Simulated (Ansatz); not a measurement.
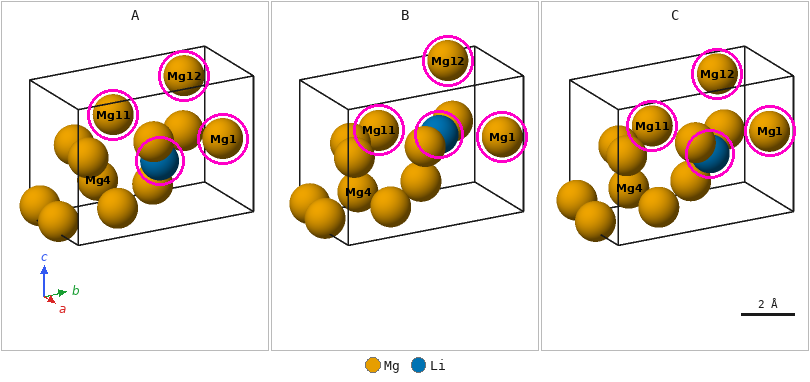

3 geometries from a converged minimum-energy path of Mg with an interstitial Li (13 atoms in the cell), shuffled. A spheres-only model of the simulation cell (origin moved), seen slightly off an axis. The atoms that move most are ringed.

Method: DFT PBE, scalar-relativistic, plane waves, PAW (Ansatz). Settings: plane-wave cutoff 420 eV; k-point mesh 4 × 3 × 4; Fermi-Dirac smearing 0.05 eV; 7 movable images; climbing image; force threshold 0.03 eV/Å; iteration limit 69; starting path by image-dependent pair potential.

> One of them is the converged climbing image. Which?

B. In order along the path, whose images run from 0 to 8: A (image 0, 0.000 eV), C (image 1, +0.017 eV), B (image 4, +0.224 eV). The Li atom travels furthest, 2.09 Å from end to end, along +c, on a path that bends up to 0.41 Å away from the straight line. It doesn't move alone: Mg (1.22 Å), Mg (1.17 Å) move with it.

Limits of the set-up: the periodic images lie only 5.2 Å apart, so the values are limited by the cell's size.
